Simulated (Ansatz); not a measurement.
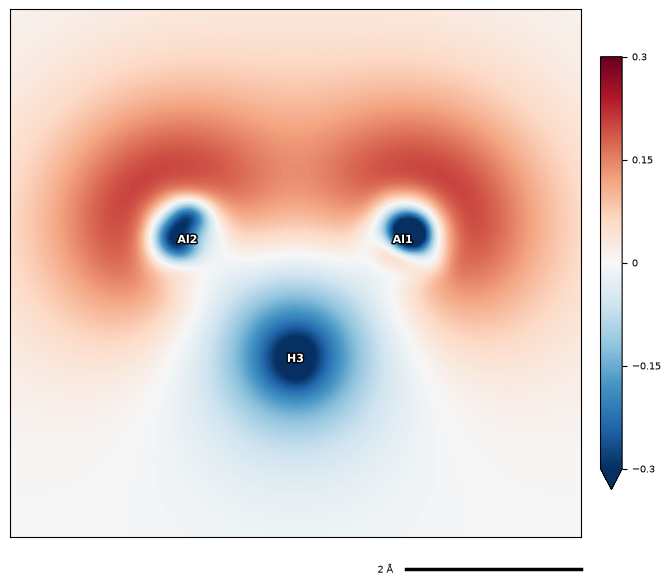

Figure 1: Al$_{2}$H$_{2}$. The HOMO on the plane of atoms Al2, Al1 and H3 (values in Å⁻³ᐟ²; the overall sign is arbitrary).

Geometry: PBE-D4/def2-TZVP.

The calculation used Ansatz 0.2.0, RKS PBE0-D4/def2-TZVP.

Input file:

```
crystal:
  periodic: [false, false, false]
  atoms:
    - {symbol: Al, position_ang: [-0.466735, -1.210431, 0.155160]}
    - {symbol: Al, position_ang: [-0.318521, 1.167190, -0.493237]}
    - {symbol: H, position_ang: [0.812384, -0.260576, -0.769839]}
    - {symbol: H, position_ang: [-0.027138, 0.303828, 1.107916]}
basis:
  gaussian: {orbitals: def2-TZVP, initial_orbitals: start.molden}
hamiltonian: {xc: pbe0, dispersion: d4}
output: {orbitals: {seedname: orbitals}}
```

Run with:

```sh
ansatz run in.yaml --threads 4 --pin off --events-out ev --progress --plain --max-ram 3916MiB
```

> Where does this orbital lie, and at what energy?

It lies mainly on Al1 (about 40 %), Al2 (about 40 %), H3 (about 10 %) and H4 (about 10 %); π-bonding across Al1–Al2. Its energy is −6.11 eV.
